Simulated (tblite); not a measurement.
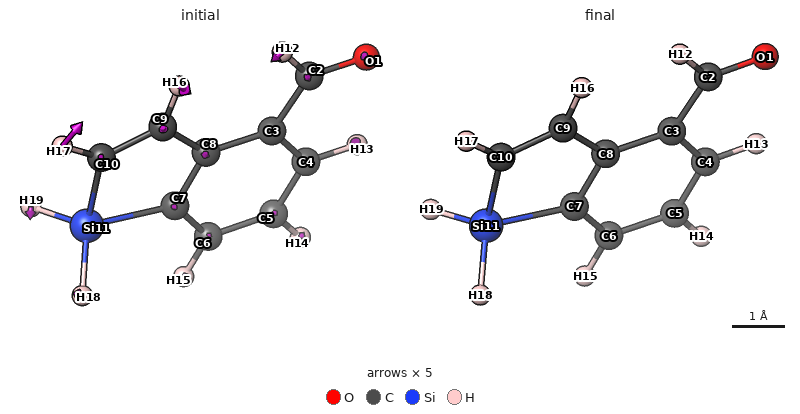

The structure of C$_{9}$H$_{8}$OSi before (left) and after (right) a relaxation, at one scale. The purple arrows give the displacements, 5 times their true length.

A ball-and-stick model, seen from a free direction.

Theory: GFN2-xTB geometry optimisation, gas phase (tblite 0.8.0). 

Summarise the run.

H17 moves most after the best rigid fit: 0.14 Å. By element the largest moves are H 0.14 Å, C 0.04 Å, O 0.04 Å, Si 0.02 Å. Some distances before and after: C4–C5 1.408 → 1.377 Å, C2–C3 1.493 → 1.466 Å, Si11–H19 1.490 → 1.463 Å, Si11–H18 1.484 → 1.463 Å. Among the angles between lasting bonds that change: Si11–C10–H17 120.5° → 127.4°, C9–C10–H17 126.0° → 121.5°, H18–Si11–H19 115.8° → 112.4°. Over 28 geometry steps the energy falls by 13.6 kJ/mol. The run took 0.28 s on 1 thread of Arm Neoverse V1 (shared host).
